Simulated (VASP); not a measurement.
Band structure of MnS (rock salt, AFM-II order). Calculation: PBE GGA with D4 dispersion, VASP's PBE PAW potentials (set 64) (plane waves; VASP).

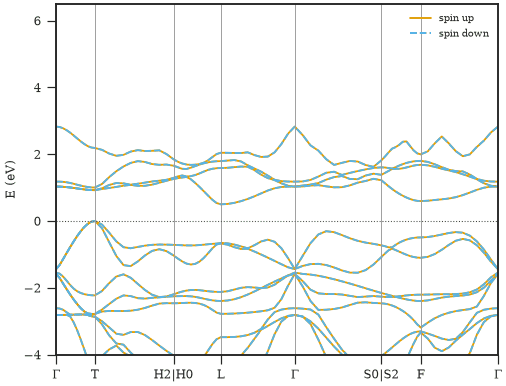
Figure. Bands along high-symmetry lines, zero at the valence-band maximum or, without a gap, the Fermi level

Question: Read the plot: is there a gap, and where are the band edges?

Answer: The gap is indirect, 0.50 eV, from the valence maximum at T to the conduction minimum at L. (Edges off the drawn lines would not show.)

The compound is MnS in the rock salt, AFM-II order structure. It was relaxed first, which changed the volume by -9 %.
